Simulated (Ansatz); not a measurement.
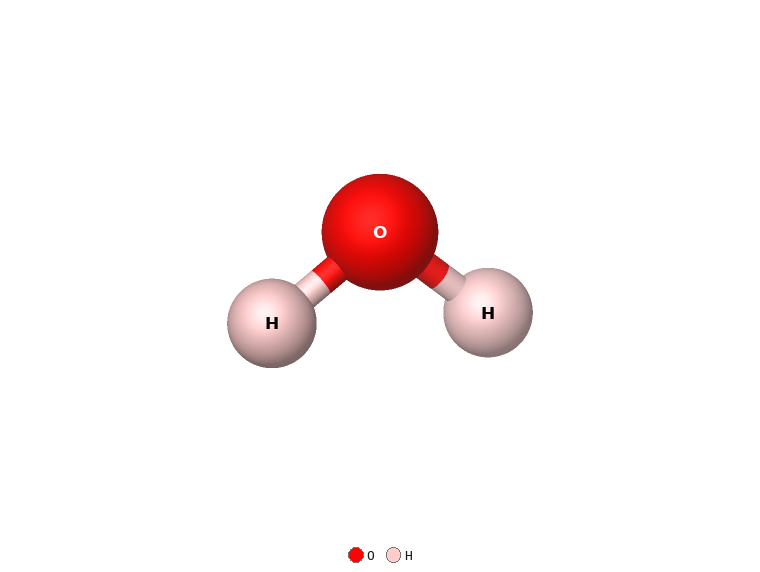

Rendered structure (ball-and-stick style). Every bond is drawn as one stick, whatever its order.

The geometry was computed by an optimisation with PBE0-D4/def2-TZVP. No frequency run is at hand to confirm it as a minimum.

Identify the structure.

Formula H₂O. The point group is C2v. Coordination: 1 O bent.

The parts below concern this one geometry. Atoms keep their numbers from picture to picture.

Electronic properties

No frequency run is at hand to confirm it as a minimum. Method: RHF-CCSD(T), frozen core/def2-TZVPPD (Ansatz 0.2.0).

> What is the T1 diagnostic?

0.010.

Dipole moment

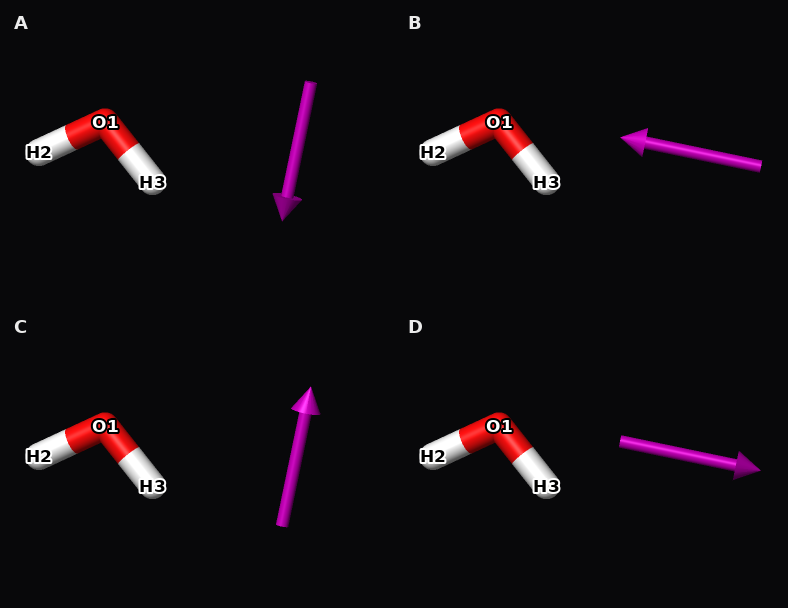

The same molecule four times, each with an arrow. No frequency run is at hand to confirm it as a minimum. Method: RKS PBE0-D4/def2-TZVP (Ansatz 0.2.0).

> Which arrow points along the dipole moment, from the negative to the positive end?

A. The dipole moment is 2.07 D; it points from the side of O1 to the side of H2, H3 (the outermost atoms at the two ends).

Charges

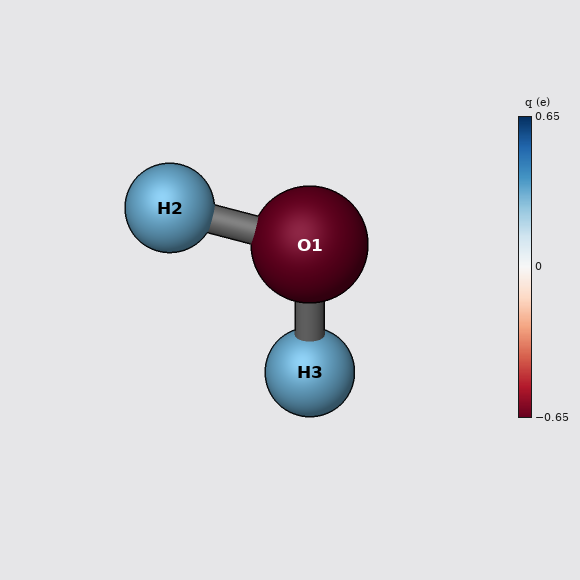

Atoms are coloured by their Mulliken charges. No frequency run is at hand to confirm it as a minimum. Level of theory: RKS PBE0-D4/def2-TZVP (Ansatz 0.2.0).

Give the Mulliken charges atom by atom.

```json
{"atom": "O1", "value (e)": "−0.65"}
{"atom": "H2", "value (e)": "0.32"}
{"atom": "H3", "value (e)": "0.32"}
```

Mulliken values depend strongly on the basis set and can even reverse the polarity of a bond.
